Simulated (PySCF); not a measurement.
## Electronic structure of C4H13B2N (SMILES BNBC(C)(C)C) in real space

Input

```
{"job": {"kind": "uv", "xc": "B3LYP", "basis": "def2-SVPD", "ip": true, "dynamic": false}, "charge": 0, "multiplicity": 1}
B      3.249696    -0.283389     0.283004
N      1.927408    -0.035896    -0.158881
B      0.727370    -0.271258     0.573206
C     -0.715541     0.037064    -0.004016
C     -1.377473     1.048640     0.943913
C     -0.697774     0.596888    -1.426735
C     -1.512906    -1.275316     0.027410
H      3.423778    -0.740053     1.386573
H      4.177413    -0.033170    -0.452394
H      1.821169     0.347662    -1.094634
H      0.840547    -0.728012     1.689831
H     -0.842894     2.012557     0.953705
H     -1.408584     0.673064     1.978665
H     -2.416461     1.250923     0.629394
H     -1.720943     0.794426    -1.788816
H     -0.147393     1.550915    -1.486344
H     -0.236111    -0.107248    -2.139315
H     -1.075327    -2.037836    -0.637558
H     -1.552179    -1.700602     1.042432
H     -2.551871    -1.104685    -0.305257
```

Launched as:

```sh
OMP_NUM_THREADS=1 python probes_run.py task.json out
```

Geometry: PBE0-D3(BJ)/def2-SVP.

The calculation used B3LYP/def2-SVPD, SCF density, gas phase in PySCF 2.14.0.

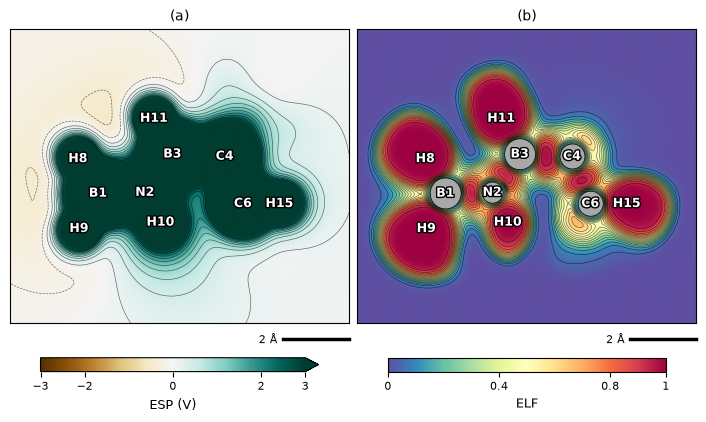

Figure 1. (a) molecular electrostatic potential; (b) electron localisation function on the plane of atoms B1, N2 and H10. Grey discs cover the atomic cores in the ELF map.

Q: What do the fields say about this system?

A: The section cuts through B, N, C and H sites. B–N (1.42 Å): the ELF peaks at about 0.95 between the atoms; a polar covalent bond. C–C (1.53 Å): the ELF peaks at about 0.95 between the atoms; localised, covalent bonding. C–B (1.58 Å): the ELF peaks at about 1 between the atoms; a covalent bond. N–H (1.02 Å): the ELF climbs to about 1 towards the hydrogen, as it does in any bond to H (a covalent bond by its length). C–H (1.10 Å): the ELF climbs to about 1 towards the hydrogen; a covalent bond by its length. Outside the dense part of the molecule the potential is most negative (−0.5 V) near H11.

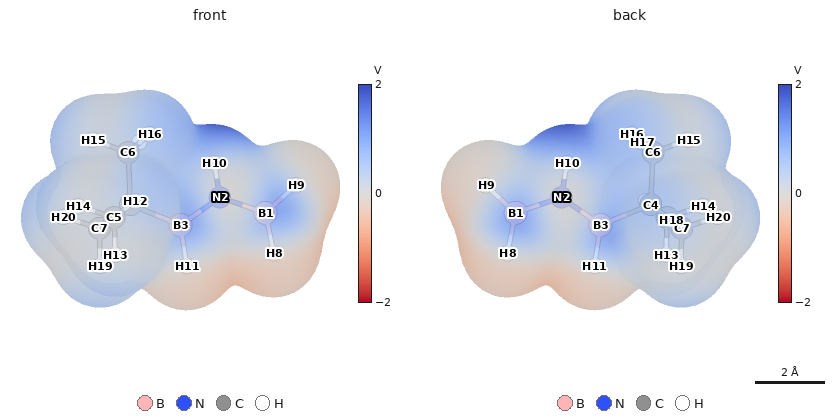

Figure 2. The electrostatic potential painted on the density surface at 0.002 e/bohr³, seen from the front and from behind; red is negative and blue positive.

Q: Where is the surface potential most negative and most positive?

A: The most negative region (about −0.5 V, or −12 kcal/mol for a unit charge) lies over H8 and H11, the most positive (about +1.7 V, or +39 kcal/mol for a unit charge) over H10.

Q: How polar is the molecule by this calculation?

A: Its dipole moment is 1.46 D.

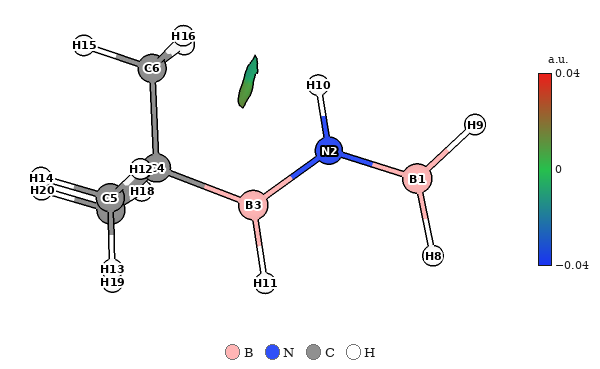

Figure 3. Non-covalent interaction (NCI) plot: the surface where the reduced density gradient is 0.5, for densities under 0.05 a.u., coloured by sign(λ₂)ρ; seen across its widest extent.

Q: Which non-covalent interactions does the plot reveal?

A: Between H10 and N2 on one side and C6 and H16 on the other: a weak contact, attractive (blue-green) on one side and crowded (olive to red) on the other.
